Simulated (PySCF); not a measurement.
**Run report: Al²⁺, atomic calculation**

System: Al²⁺, configuration 1s2 2s2 2p6 3s1, multiplicity 2.
Method: unrestricted B3LYP, Sapporo-DZP-2012, spin-free X2C-1e, Gaussian nucleus (PySCF).

**The program's output (extracts)**
```
damping factor = 0
level_shift factor = 0
DIIS = <class 'pyscf.scf.diis.CDIIS'>
diis_start_cycle = 1
diis_space = 10
diis_damp = 0
SCF conv_tol = 1e-09
SCF conv_tol_grad = None
number electrons alpha = 6  beta = 5
XC functionals = B3LYP
    P. J. Stephens, F. J. Devlin, C. F. Chabalowski, and M. J. Frisch.,  J. Phys. Chem. 98, 11623 (1994)
cycle= 1 E= -241.845358181924  delta_E= -0.00354  |g|= 0.012  |ddm|= 0.0847
cycle= 2 E= -241.845371565133  delta_E= -1.34e-05  |g|= 0.00542  |ddm|= 0.00684
cycle= 3 E= -241.845374310071  delta_E= -2.74e-06  |g|= 0.000115  |ddm|= 0.00134
cycle= 4 E= -241.845374313252  delta_E= -3.18e-09  |g|= 3.26e-06  |ddm|= 0.000211
cycle= 5 E= -241.845374313257  delta_E= -5.63e-12  |g|= 1.28e-07  |ddm|= 1.18e-05
converged SCF energy = -241.845374313257  <S^2> = 0.75000751  2S+1 = 2.0000075
```

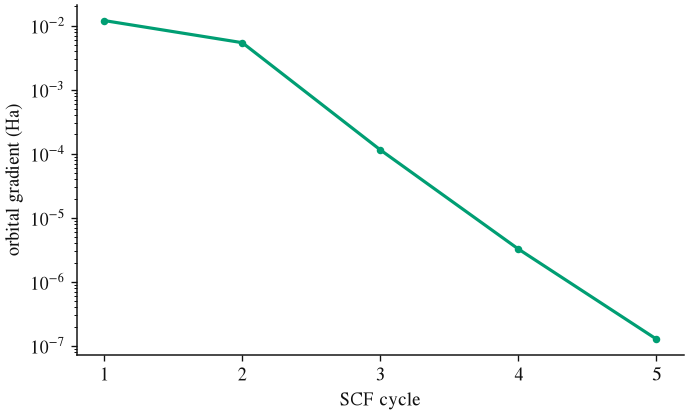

Convergence: orbital gradient against the SCF cycle. The residual falls at every step. It goes from 0.012 to 1.3×10⁻⁷ in 5 steps.

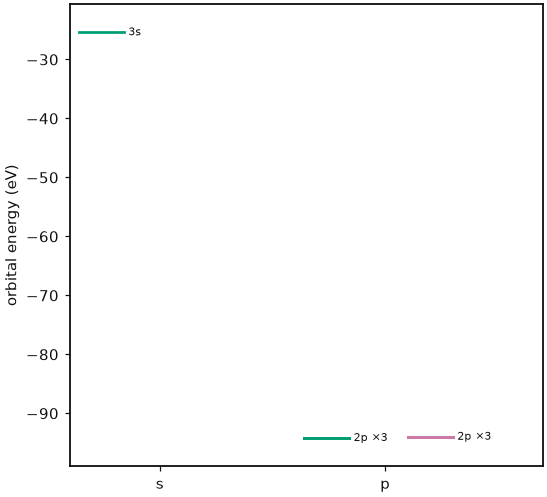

Orbital energies of the mean field, from the top down to −94.2 eV, by angular momentum, α spin at the left of each column and β at the right; ×n counts the orbitals under one label. The highest filled orbital is 3s α at −25.4 eV, the lowest empty one s β at −22.2 eV.

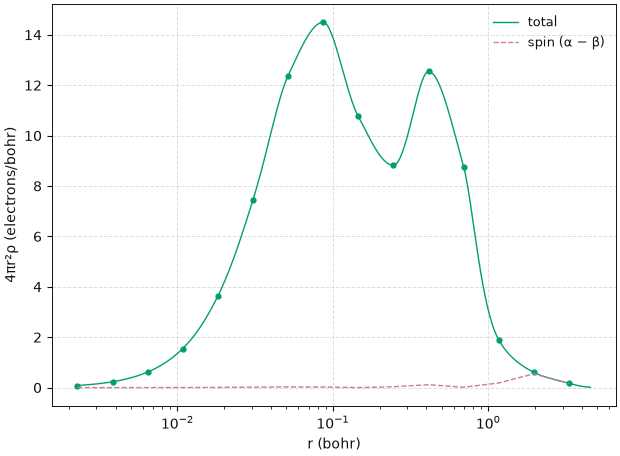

Spherically averaged radial density 4πr²ρ of the mean field and its spin part; markers are the stored points, which are sparse, and the line is a monotone interpolation between them. The largest stored value is 14.5 electrons/bohr at r = 0.087 bohr. Root-mean-square radii of the shells: 1s 0.140, 2p 0.674, 2s 0.684, 3s 2.35 bohr.

**Input file**
```python
from pyscf import gto, scf, dft, mp, cc
import basis_set_exchange as bse
mol = gto.M(atom="Al 0 0 0", charge=2, spin=1, symmetry="D2h",
            basis=gto.basis.parse(bse.get_basis("Sapporo-DZP-2012", elements=["Al"], fmt="nwchem", header=False)),
            nucmod="G")
mf = dft.UKS(mol, xc="B3LYP").sfx2c1e()
mf.irrep_nelec = {'Ag': (3, 2), 'B1u': (1, 1), 'B2u': (1, 1), 'B3u': (1, 1)}
mf.kernel()
```

The script is an equivalent of what the driver set up; the driver started from orbitals of its own, so the log can be shorter than this script's would be, and it computed the properties (radii, ⟨L²⟩, response) afterwards. It held the occupations shell by shell, which the script's counts by irreducible representation don't always enforce.

The run was one of a batch that the task file lists, launched with:
```bash
OMP_NUM_THREADS=1 python <driver script> TASK.json OUT
```

**Summary**

- outcome: converged
- total energy: −241.845374 hartree
- ⟨S²⟩: 0.750
- SCF iterations: 5
- hardware: 1 thread of INTEL XEON PLATINUM @ 2.10GHz, 23 GiB of memory available, shared host
